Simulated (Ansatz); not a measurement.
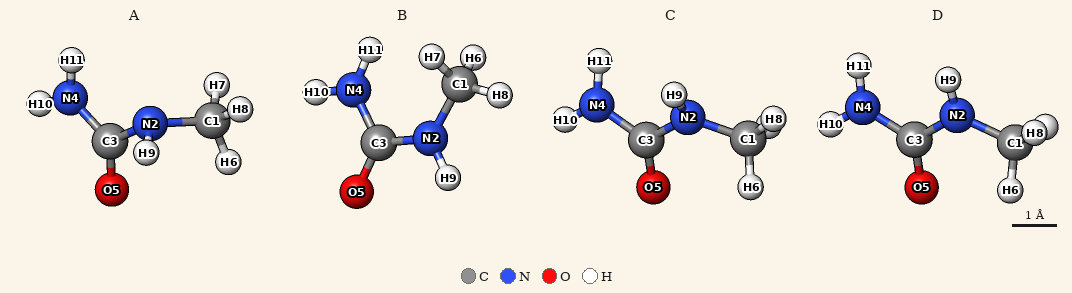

4 geometries from a converged minimum-energy path of C₂H₆N₂O, shuffled. A ball-and-stick model, seen at a tilt.

Theory: Ansatz, RKS PBE/6-31G. Run with 7 movable images; climbing image; force threshold 0.03 eV/Å; iteration limit 60; starting path by image-dependent pair potential.

> Which frame is the top of the path?

A. In order along the path, whose images run from 0 to 8: D (image 1, +0.6 kcal/mol), C (image 2, +2.7 kcal/mol), A (image 4, +12.0 kcal/mol), B (image 8, +0.6 kcal/mol). The motion is a rotation about the N2–C3 bond by about 180°, with a turn of about 60° about C1–N2. No bond forms or breaks between the ends. Among the angles between lasting bonds that change up to the highest image: C3–N2–H9 120.4° → 108.7°, C1–N2–H9 118.7° → 110.1°.

The run took roughly 9 core-minutes on a shared host.
